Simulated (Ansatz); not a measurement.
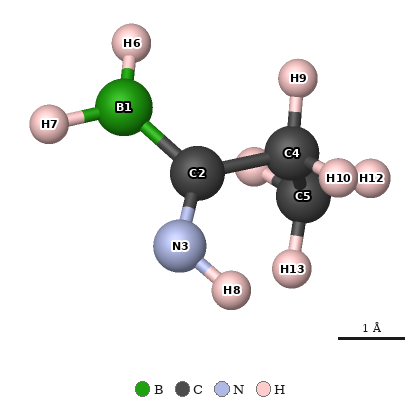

**Figure 1.** The input geometry (ball-and-stick view, seen at a tilt; atoms are numbered from 1 in the order of the input). Bond lengths as drawn: B–C 1.53 Å, B–H 1.16 to 1.22 Å, C–C 1.48 to 1.58 Å, C–H 1.11 to 1.14 Å, C–N 1.31 Å and H–N 1.04 Å.

Geometry relaxation of C3H8BN (part 1 of 2)

- system: C3H8BN
- method: UKS PBE/6-31G (Ansatz 0.2.0)

It belongs to a series of runs on one base structure; here: end point A relaxed. Figures and captions count atoms from 1; the log counts them from 0 in places.

Input file
```yaml
crystal:
  periodic: [false, false, false]
  atoms:
    - { symbol: B, position_ang: [-1.4421, 0.798, 1.1084] }
    - { symbol: C, position_ang: [-0.905, -0.1647, 0.0461] }
    - { symbol: "N", position_ang: [-1.6509, -0.4887, -0.9818] }
    - { symbol: C, position_ang: [0.5823, -0.6675, 0.1919] }
    - { symbol: C, position_ang: [1.4953, 0.2054, -0.5718] }
    - { symbol: H, position_ang: [-0.8401, 1.2058, 2.0186] }
    - { symbol: H, position_ang: [-2.5588, 1.2696, 0.9694] }
    - { symbol: H, position_ang: [-1.2258, -1.111, -1.7031] }
    - { symbol: H, position_ang: [0.7966, -0.6991, 1.3119] }
    - { symbol: H, position_ang: [0.5776, -1.7131, -0.1782] }
    - { symbol: H, position_ang: [1.4532, 1.247, -0.1277] }
    - { symbol: H, position_ang: [2.5415, -0.1788, -0.4163] }
    - { symbol: H, position_ang: [1.1968, 0.2622, -1.6527] }
magnetization:
  spin_polarized: true
basis:
  gaussian: { orbitals: "6-31G" }
hamiltonian:
  xc: pbe
relax:
  f_tol: 0.02
  max_steps: 50
```

Command:
```bash
ansatz run input.yaml --threads 1 --pin off --max-ram 2048MiB --backend cpu --events-out ev --progress --plain --runs-dir out
```

What the program printed
```
The last accepted step is kept in [file] (removed where the run ends without a failure and the disk answers)
Engine: ansatz 0.2.0, aarch64-unknown-linux-gnu
Functional definition: PBE
  parameter kappa = 0.804
  parameter beta = 0.06672455060314922
  exchange = pbe_x(kappa = kappa, mu = beta*pi^2/3)
  correlation = pbe_c(beta = beta)
964 factors; integrals over basis functions are off by at most 2.1e-4 eV
mean field evaluation 1: about -5388.3241 eV, gradient 4.2e1 eV
mean field evaluation 2: about -5344.1111 eV, gradient 8.4e1 eV
mean field evaluation 4: about -5396.6607 eV, gradient 7.9e0 eV
mean field evaluation 8: about -5397.0828 eV, gradient 3.5e-1 eV
mean field evaluation 16: about -5397.0834 eV, gradient 3.1e-5 eV
mean field -5397.08342733 eV, -198.3391576797 hartree, gradient 3.1e-5 eV, S^2 0.000000; 1 other end points of the search recorded, 0 dependent functions left out
the calculation of the forces begins
reference -5397.08345318 eV, -198.3391586299 hartree; 19, 19 occupied and 42, 42 virtual orbitals, 964 factors
relax step   1: F+E_penalty+E_count = -5397.08342733 eV  Δ(F+E_penalty+E_count) = +0.000e0 eV  max|allowed force component| = 2.505e0 eV/Å  Δτ_max = 0.0000 Å  (42 SCF iters, accepted)
these checks for a lower state are left out or cut short: starts, cluster_reference, orbital_swaps, neighbouring_geometries, increment
964 factors; integrals over basis functions are off by at most 2.1e-4 eV
mean field -5397.32504164 eV, -198.3480368418 hartree, gradient 2.6e-5 eV, S^2 0.000000; 0 other end points of the search recorded, 0 dependent functions left out
[... from here on the field's lines of each further geometry are left out, up to the last ...]
relax step   2: F+E_penalty+E_count = -5397.32504164 eV  Δ(F+E_penalty+E_count) = -2.416e-1 eV  max|allowed force component| = 1.320e0 eV/Å  Δτ_max = 0.1039 Å  (30 SCF iters, accepted)
relax step   3: F+E_penalty+E_count = -5397.36424463 eV  Δ(F+E_penalty+E_count) = -3.920e-2 eV  max|allowed force component| = 6.109e-1 eV/Å  Δτ_max = 0.0681 Å  (30 SCF iters, accepted)
relax step   4: F+E_penalty+E_count = -5397.37458641 eV  Δ(F+E_penalty+E_count) = -1.034e-2 eV  max|allowed force component| = 4.248e-1 eV/Å  Δτ_max = 0.1860 Å  (29 SCF iters, accepted)
relax step   5: F+E_penalty+E_count = -5397.39627610 eV  Δ(F+E_penalty+E_count) = -2.169e-2 eV  max|allowed force component| = 1.924e-1 eV/Å  Δτ_max = 0.0888 Å  (27 SCF iters, accepted)
relax step   6: F+E_penalty+E_count = -5397.40093579 eV  Δ(F+E_penalty+E_count) = -4.660e-3 eV  max|allowed force component| = 2.490e-1 eV/Å  Δτ_max = 0.1481 Å  (26 SCF iters, accepted)
relax step   7: F+E_penalty+E_count = -5397.40579957 eV  Δ(F+E_penalty+E_count) = -4.864e-3 eV  max|allowed force component| = 1.159e-1 eV/Å  Δτ_max = 0.0259 Å  (28 SCF iters, accepted)
relax step   8: F+E_penalty+E_count = -5397.41014470 eV  Δ(F+E_penalty+E_count) = -4.345e-3 eV  max|allowed force component| = 7.876e-2 eV/Å  Δτ_max = 0.0669 Å  (26 SCF iters, accepted)
relax step   9: F+E_penalty+E_count = -5397.41227647 eV  Δ(F+E_penalty+E_count) = -2.132e-3 eV  max|allowed force component| = 4.686e-2 eV/Å  Δτ_max = 0.0564 Å  (26 SCF iters, accepted)
relax step  10: F+E_penalty+E_count = -5397.41284599 eV  Δ(F+E_penalty+E_count) = -5.695e-4 eV  max|allowed force component| = 1.251e-1 eV/Å  Δτ_max = 0.1577 Å  (30 SCF iters, accepted)
relax step  11: F+E_penalty+E_count = -5397.41556823 eV  Δ(F+E_penalty+E_count) = -2.722e-3 eV  max|allowed force component| = 6.885e-2 eV/Å  Δτ_max = 0.0543 Å  (27 SCF iters, accepted)
relax step  12: F+E_penalty+E_count = -5397.41449204 eV  Δ(F+E_penalty+E_count) = +1.076e-3 eV  max|allowed force component| = 1.521e-1 eV/Å  Δτ_max = 0.0570 Å  (26 SCF iters, rejected (line search))
relax step  13: F+E_penalty+E_count = -5397.41643605 eV  Δ(F+E_penalty+E_count) = -8.678e-4 eV  max|allowed force component| = 2.860e-2 eV/Å  Δτ_max = 0.0285 Å  (27 SCF iters, accepted)
relax step  14: F+E_penalty+E_count = -5397.41757185 eV  Δ(F+E_penalty+E_count) = -1.136e-3 eV  max|allowed force component| = 1.392e-1 eV/Å  Δτ_max = 0.0976 Å  (29 SCF iters, accepted)
relax step  15: F+E_penalty+E_count = -5397.41699867 eV  Δ(F+E_penalty+E_count) = +5.732e-4 eV  max|allowed force component| = 1.759e-1 eV/Å  Δτ_max = 0.0779 Å  (25 SCF iters, rejected (line search))
relax step  16: F+E_penalty+E_count = -5397.41903055 eV  Δ(F+E_penalty+E_count) = -1.459e-3 eV  max|allowed force component| = 8.116e-2 eV/Å  Δτ_max = 0.0379 Å  (28 SCF iters, accepted)
relax step  17: F+E_penalty+E_count = -5397.42028612 eV  Δ(F+E_penalty+E_count) = -1.256e-3 eV  max|allowed force component| = 1.241e-1 eV/Å  Δτ_max = 0.0728 Å  (26 SCF iters, accepted)
relax step  18: F+E_penalty+E_count = -5397.42127934 eV  Δ(F+E_penalty+E_count) = -9.932e-4 eV  max|allowed force component| = 1.451e-1 eV/Å  Δτ_max = 0.0475 Å  (25 SCF iters, accepted)
relax step  19: F+E_penalty+E_count = -5397.42241508 eV  Δ(F+E_penalty+E_count) = -1.136e-3 eV  max|allowed force component| = 1.726e-1 eV/Å  Δτ_max = 0.0748 Å  (26 SCF iters, accepted)
relax step  20: F+E_penalty+E_count = -5397.42397889 eV  Δ(F+E_penalty+E_count) = -1.564e-3 eV  max|allowed force component| = 1.532e-1 eV/Å  Δτ_max = 0.0340 Å  (27 SCF iters, accepted)
relax step  21: F+E_penalty+E_count = -5397.42562854 eV  Δ(F+E_penalty+E_count) = -1.650e-3 eV  max|allowed force component| = 9.832e-2 eV/Å  Δτ_max = 0.0692 Å  (26 SCF iters, accepted)
relax step  22: F+E_penalty+E_count = -5397.42689042 eV  Δ(F+E_penalty+E_count) = -1.262e-3 eV  max|allowed force component| = 1.412e-1 eV/Å  Δτ_max = 0.0919 Å  (26 SCF iters, accepted)
relax step  23: F+E_penalty+E_count = -5397.42837902 eV  Δ(F+E_penalty+E_count) = -1.489e-3 eV  max|allowed force component| = 1.180e-1 eV/Å  Δτ_max = 0.0802 Å  (27 SCF iters, accepted)
relax step  24: F+E_penalty+E_count = -5397.43001960 eV  Δ(F+E_penalty+E_count) = -1.641e-3 eV  max|allowed force component| = 6.447e-2 eV/Å  Δτ_max = 0.0437 Å  (26 SCF iters, accepted)
relax step  25: F+E_penalty+E_count = -5397.43072670 eV  Δ(F+E_penalty+E_count) = -7.071e-4 eV  max|allowed force component| = 4.281e-2 eV/Å  Δτ_max = 0.0339 Å  (27 SCF iters, accepted)
relax step  26: F+E_penalty+E_count = -5397.43084753 eV  Δ(F+E_penalty+E_count) = -1.208e-4 eV  max|allowed force component| = 4.082e-2 eV/Å  Δτ_max = 0.0249 Å  (26 SCF iters, accepted)
relax step  27: F+E_penalty+E_count = -5397.43098705 eV  Δ(F+E_penalty+E_count) = -1.395e-4 eV  max|allowed force component| = 2.500e-2 eV/Å  Δτ_max = 0.0152 Å  (24 SCF iters, accepted)
the calculation of the forces begins
reference -5397.43106627 eV, -198.3519331752 hartree; 19, 19 occupied and 42, 42 virtual orbitals, 964 factors
relax step  28: F+E_penalty+E_count = -5397.43104063 eV  Δ(F+E_penalty+E_count) = -5.358e-5 eV  max|allowed force component| = 1.987e-2 eV/Å  Δτ_max = 0.0164 Å  (24 SCF iters, accepted)
```

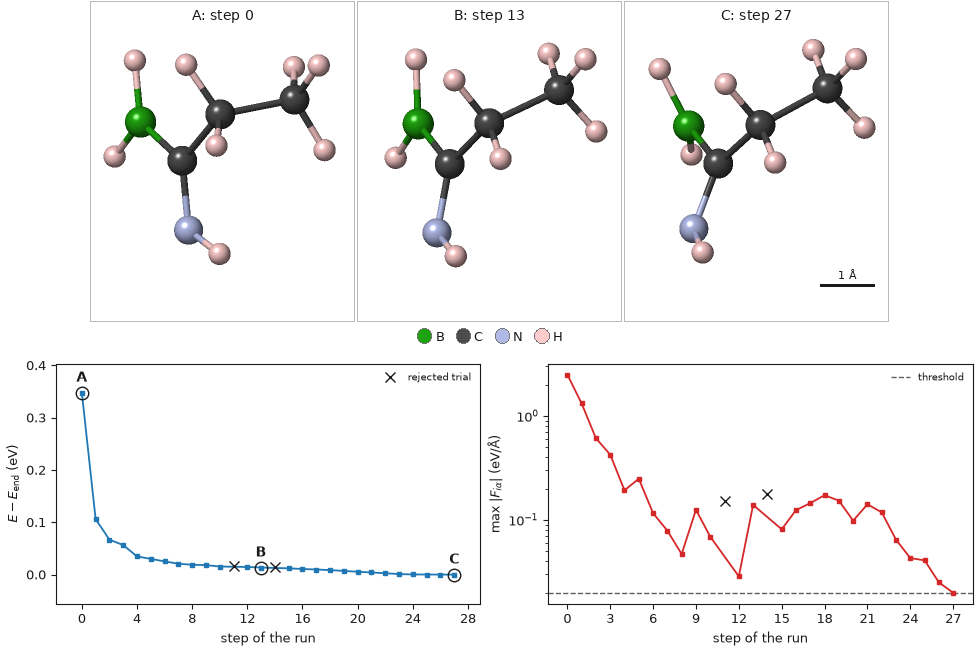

**Figure 2.** Frames of the relaxation (ball-and-stick view, seen at a tilt) above the curves, on which the letters mark them (the first geometry is step 0 here and step 1 in the log).

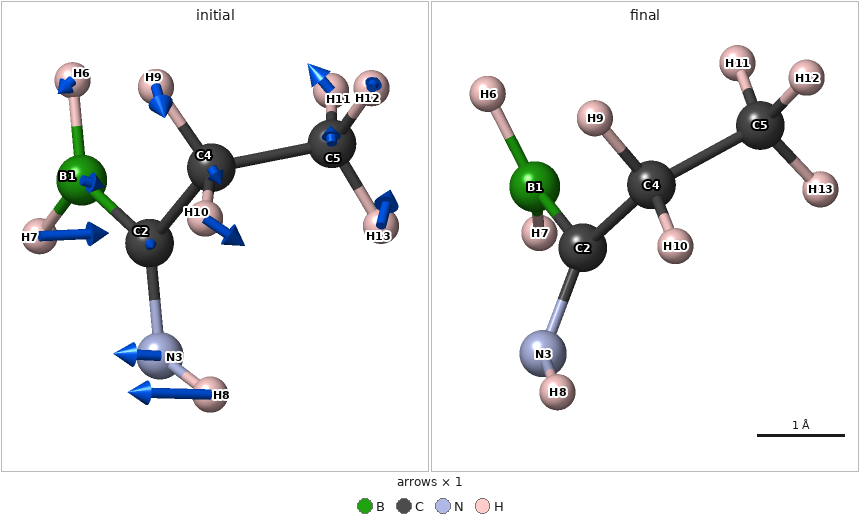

**Figure 3.** Before (left) and after (right) the relaxation, at one scale (ball-and-stick view, seen at a tilt). The blue arrows give the displacements, at true length. H8 moves most after the best rigid fit: 1.03 Å. Largest moves by element: H 1.03 Å, N 0.57 Å, B 0.30 Å, C 0.25 Å. Among the contacts that change: C4–C5 1.476 → 1.544 Å, C2–C4 1.577 → 1.519 Å, B1–H6 1.165 → 1.210 Å, B1–C2 1.531 → 1.566 Å. Among the angles that change: B1–C2–N3 120.0° → 110.1°, C2–B1–H6 125.5° → 119.5°, B1–C2–C4 117.9° → 123.2°. Over 27 geometry steps the energy falls by 0.348 eV. Largest force component: 2.5 eV/Å at the start, 0.02 eV/Å at the end. The line search rejected the trial steps at points 11, 14 (counted from 0) and went back. (Atoms are counted from 1 in the order of the input.)

```
964 factors; integrals over basis functions are off by at most 2.0e-4 eV
mean field -5397.43104063 eV, -198.3519322328 hartree, gradient 2.4e-5 eV, S^2 0.000000; 1 other end points of the search recorded, 0 dependent functions left out
the calculation of the forces begins
reference -5397.43106627 eV, -198.3519331752 hartree; 19, 19 occupied and 42, 42 virtual orbitals, 964 factors
Total energy: -5397.43106627 eV, -198.3519331752 hartree
Atom 0 at    -1.364841     0.961051     0.874900 Å, force    -0.003078     0.002317     0.016566 eV/Å
Atom 1 at    -0.882824    -0.232292    -0.017032 Å, force    -0.008628    -0.019865    -0.019399 eV/Å
Atom 2 at    -1.910683    -0.811953    -0.588310 Å, force     0.016908     0.013333     0.014961 eV/Å
Atom 3 at     0.552368    -0.728506    -0.036331 Å, force    -0.005346    -0.011437     0.007724 eV/Å
Atom 4 at     1.555503     0.385435    -0.407663 Å, force     0.006693     0.002403    -0.003021 eV/Å
Atom 5 at    -1.010655     1.021327     2.030152 Å, force    -0.003779     0.002368    -0.009463 eV/Å
Atom 6 at    -2.128984     1.783359     0.448092 Å, force     0.000637     0.003842    -0.000007 eV/Å
Atom 7 at    -1.674050    -1.735006    -1.025024 Å, force    -0.000318    -0.001967    -0.003937 eV/Å
Atom 8 at     0.800643    -1.111844     0.974834 Å, force    -0.001466     0.002275    -0.003543 eV/Å
Atom 9 at     0.644508    -1.581271    -0.738502 Å, force    -0.000827     0.000363     0.001079 eV/Å
Atom 10 at     1.485057     1.233969     0.296659 Å, force    -0.000678     0.003710     0.003938 eV/Å
Atom 11 at     2.591737     0.009481    -0.374053 Å, force     0.000951     0.000554    -0.000524 eV/Å
Atom 12 at     1.362820     0.771350    -1.423023 Å, force    -0.001069     0.002104    -0.004375 eV/Å
Dipole moment:     0.526776    -0.192815    -0.006814 e Å
```

Trajectory as extended XYZ (Å, eV, eV/Å), 28 frames, from step=1 to step=28
```
13
Properties=species:S:1:pos:R:3:forces:R:3 step=1 energy=-5397.08343
B    -1.4421    0.7980    1.1084   -1.8299   0.9165  -0.4135
C    -0.9050   -0.1647    0.0461    1.5851  -1.1458  -0.5854
N    -1.6509   -0.4887   -0.9818   -0.7493   0.5266   0.2165
C     0.5823   -0.6675    0.1919   -2.5050  -1.1561   1.5413
C     1.4953    0.2054   -0.5718    1.4583   1.3295  -0.0728
H    -0.8401    1.2058    2.0186    0.7880   0.0997   0.7639
H    -2.5588    1.2696    0.9694    0.2332  -0.2836   0.0305
H    -1.2258   -1.1110   -1.7031    0.3970  -0.1356   0.1732
H     0.7966   -0.6991    1.3119    0.1206   0.0293  -1.0745
H     0.5776   -1.7131   -0.1782    0.2858  -0.0212   0.0453
H     1.4532    1.2470   -0.1277    0.1706  -0.5786  -0.5568
H     2.5415   -0.1788   -0.4163   -0.4272   0.4606  -0.6074
H     1.1968    0.2622   -1.6527    0.4727  -0.0412   0.5398
13
Properties=species:S:1:pos:R:3:forces:R:3 step=2 energy=-5397.32504
B    -1.4743    0.8770    1.0695   -0.8285  -0.1340   0.3966
C    -0.9221   -0.1664    0.0539    1.3205  -0.1037  -0.4860
N    -1.6846   -0.4686   -0.9664   -0.5822  -0.0925  -0.0669
C     0.5461   -0.6893    0.1782   -1.0088  -0.4431   0.8470
C     1.5278    0.2138   -0.5459    0.5560   0.6784  -0.3116
H    -0.8455    1.1975    2.0373    0.2592   0.1802   0.0420
H    -2.6234    1.2571    0.9775    0.3060   0.0243  -0.1335
H    -1.2667   -1.1697   -1.6278    0.1743   0.0699   0.0976
H     0.8030   -0.7528    1.2630   -0.0023   0.0516  -0.3208
H     0.5897   -1.7289   -0.2087    0.0389   0.0876  -0.0961
H     1.5056    1.2525   -0.1413   -0.0386  -0.2685  -0.0701
H     2.5751   -0.1438   -0.4478   -0.2389   0.0015  -0.0219
H     1.2900    0.2867   -1.6269    0.0443  -0.0516   0.1237
13
Properties=species:S:1:pos:R:3:forces:R:3 step=3 energy=-5397.36424
B    -1.5207    0.8435    1.1064    0.2913   0.3008  -0.0891
C    -0.9032   -0.1280    0.0266    0.0458  -0.6109   0.3971
N    -1.7191   -0.4994   -0.9358    0.0522   0.1900  -0.2575
C     0.5277   -0.6876    0.1745   -0.1730   0.2592  -0.0653
C     1.5489    0.2182   -0.5438    0.2223   0.1436  -0.2298
H    -0.8332    1.2254    2.0356   -0.1729  -0.1089  -0.1085
H    -2.6487    1.2488    0.9774    0.0774  -0.1290   0.0367
H    -1.2591   -1.1632   -1.6144   -0.0578  -0.0212   0.1418
H     0.7941   -0.7562    1.2436   -0.0482   0.0467   0.0706
H     0.5764   -1.7209   -0.2271   -0.0410   0.1016  -0.0874
H     1.5346    1.2519   -0.1559   -0.0812  -0.0217   0.1055
H     2.5836   -0.1504   -0.4468   -0.0054  -0.1114   0.1261
H     1.3393    0.2832   -1.6255   -0.1096  -0.0390  -0.0403
13
Properties=species:S:1:pos:R:3:forces:R:3 step=4 energy=-5397.37459
B    -1.4830    0.8731    1.0751    0.0638   0.0612  -0.1881
C    -0.9062   -0.1661    0.0441   -0.0060   0.4248  -0.0294
N    -1.7320   -0.5427   -0.9070   -0.1456  -0.3624   0.0137
C     0.5184   -0.6765    0.1428   -0.0064  -0.2996  -0.0887
C     1.5603    0.2527   -0.5226   -0.1520   0.1232  -0.0174
H    -0.8176    1.2492    2.0063    0.0047  -0.0108   0.0670
H    -2.5969    1.2821    0.9109   -0.0709   0.0350   0.0450
H    -1.2992   -1.3047   -1.5006   -0.0703   0.2461  -0.0696
H     0.7784   -0.8130    1.2038    0.1143  -0.1113   0.1105
H     0.5311   -1.6660   -0.3569    0.2646  -0.0887   0.1037
H     1.5504    1.2527   -0.0545    0.0398   0.0057   0.0228
H     2.5781   -0.1630   -0.4311   -0.0310  -0.0031   0.0379
H     1.3388    0.3874   -1.5957   -0.0050  -0.0201  -0.0074
13
Properties=species:S:1:pos:R:3:forces:R:3 step=5 energy=-5397.39628
B    -1.4760    0.8796    1.0699   -0.0328  -0.0979   0.0350
C    -0.9062   -0.1682    0.0439    0.0748   0.0470   0.0088
N    -1.7347   -0.5359   -0.9098    0.0526  -0.0940  -0.1924
C     0.5233   -0.6933    0.1564   -0.0963  -0.0870  -0.0267
C     1.5427    0.2450   -0.5263    0.0212   0.0904  -0.0538
H    -0.8108    1.2441    2.0086    0.0226   0.0477  -0.0219
H    -2.5991    1.2797    0.9286    0.0076   0.0351  -0.0051
H    -1.2876   -1.2409   -1.5612   -0.1251   0.0979   0.1455
H     0.7907   -0.8055    1.2223    0.0161  -0.0341   0.0232
H     0.5696   -1.6991   -0.3098    0.0774   0.0206   0.0359
H     1.5186    1.2548   -0.0785    0.0016  -0.0175   0.0149
H     2.5691   -0.1474   -0.4259   -0.0155   0.0030   0.0161
H     1.3211    0.3523   -1.6033   -0.0043  -0.0113   0.0205
13
Properties=species:S:1:pos:R:3:forces:R:3 step=6 energy=-5397.40094
B    -1.4434    0.8843    1.0434    0.0336   0.0550  -0.0781
C    -0.9104   -0.1933    0.0251   -0.1863  -0.0421  -0.2126
N    -1.7866   -0.5718   -0.8906    0.2092   0.0065   0.2490
C     0.5212   -0.7125    0.1288    0.0666   0.0104  -0.0295
C     1.5452    0.2750   -0.4969   -0.1104  -0.0574   0.0861
H    -0.7537    1.2729    1.9563    0.0003  -0.0335  -0.0116
H    -2.5539    1.3178    0.9010   -0.0098  -0.0070   0.0177
H    -1.4075   -1.3207   -1.5267    0.0726   0.0615   0.0445
H     0.7745   -0.8565    1.1967    0.0021  -0.0019  -0.0196
H     0.6170   -1.7010   -0.3631   -0.0526   0.0149  -0.0386
H     1.4952    1.2641   -0.0079   -0.0232  -0.0052  -0.0036
H     2.5722   -0.1086   -0.3775    0.0104  -0.0054  -0.0037
H     1.3509    0.4154   -1.5739   -0.0125   0.0041   0.0001
13
Properties=species:S:1:pos:R:3:forces:R:3 step=7 energy=-5397.40580
B    -1.4382    0.8936    1.0371    0.0045  -0.0201  -0.0308
C    -0.9076   -0.1940    0.0293   -0.1159   0.0309  -0.1132
N    -1.7771   -0.5769   -0.8859    0.1035  -0.0485   0.0763
C     0.5203   -0.7164    0.1290    0.0544  -0.0067  -0.0177
C     1.5378    0.2751   -0.4939   -0.0656  -0.0366   0.0640
H    -0.7511    1.2784    1.9519    0.0199   0.0028  -0.0047
H    -2.5498    1.3235    0.8947   -0.0073   0.0133   0.0046
H    -1.3837   -1.3241   -1.5173    0.0076   0.0597   0.0531
H     0.7776   -0.8692    1.1944    0.0068  -0.0181  -0.0155
H     0.6055   -1.6997   -0.3760   -0.0163   0.0130  -0.0054
H     1.4867    1.2601    0.0037   -0.0044  -0.0099  -0.0098
H     2.5659   -0.1088   -0.3838    0.0089   0.0147  -0.0108
H     1.3343    0.4236   -1.5685    0.0040   0.0056   0.0097
13
Properties=species:S:1:pos:R:3:forces:R:3 step=8 energy=-5397.41014
B    -1.4199    0.9110    1.0154    0.0230  -0.0353   0.0077
C    -0.9080   -0.2010    0.0252   -0.0397  -0.0163  -0.0037
N    -1.7883   -0.6028   -0.8672    0.0004  -0.0255  -0.0244
C     0.5181   -0.7317    0.1147    0.0577   0.0788   0.0137
C     1.5290    0.2851   -0.4719   -0.0156  -0.0452   0.0066
H    -0.7154    1.3149    1.9087    0.0164   0.0102  -0.0085
H    -2.5343    1.3379    0.8866   -0.0035   0.0121  -0.0058
H    -1.3985   -1.3584   -1.4879   -0.0093   0.0040   0.0194
H     0.7763   -0.9209    1.1740   -0.0170  -0.0036   0.0013
H     0.6068   -1.6965   -0.4220   -0.0323  -0.0107  -0.0206
H     1.4626    1.2558    0.0496   -0.0046   0.0118   0.0075
H     2.5617   -0.0871   -0.3668    0.0158   0.0049  -0.0028
H     1.3307    0.4587   -1.5438    0.0088   0.0148   0.0096
```
